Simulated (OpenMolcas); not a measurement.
# C4H4Si (SMILES C#C[SiH2]C#C): methods side by side

C4H4Si: 9 atoms, total charge 0, spin state singlet. As SMILES, `C#C[SiH2]C#C`. Geometry: relaxed at PBE0-D4/def2-TZVP.

Each level gives the vertical energy of the triplet above the singlet (eV). The values are calculated.

```csv
level,kind,program,value (eV),CPU time (all runs)
HF/cc-pVDZ,Hartree–Fock,OpenMolcas,7.39,67 s
BLYP/cc-pVDZ,GGA,OpenMolcas,5.29,2.4 min
PBE/cc-pVDZ,GGA,OpenMolcas,5.24,2.7 min
revPBE/cc-pVDZ,GGA,OpenMolcas,5.20,2.2 min
M06-L/cc-pVDZ,meta-GGA,OpenMolcas,5.18,2.6 min
B3LYP/cc-pVDZ,global hybrid,OpenMolcas,5.83,2.1 min
BHLYP/cc-pVDZ,global hybrid,OpenMolcas,5.14,3.6 min
M06-2X/cc-pVDZ,hybrid meta-GGA,OpenMolcas,6.79,6.4 min
```

The values span 5.14 to 7.39 eV. Spin contamination of the reference (⟨S²⟩ at least 0.1 too high) touches HF/cc-pVDZ. BHLYP/cc-pVDZ, M06-2X/cc-pVDZ lie far from functionals of the same kind, perhaps in another electronic state. The upper state's dipole differs much between rows, so they may not all be the same state. CPU times are rough (shared hosts, several kinds of processor and program).

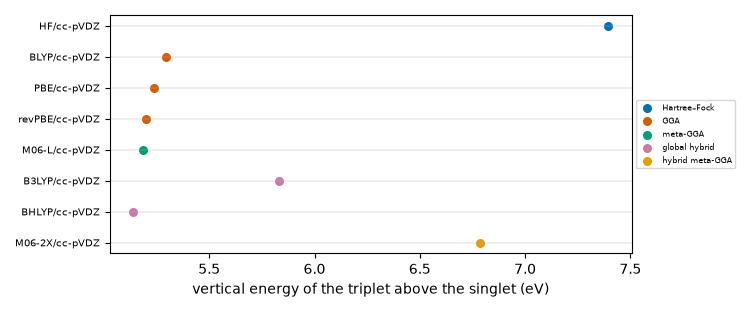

The values of the table, level by level.
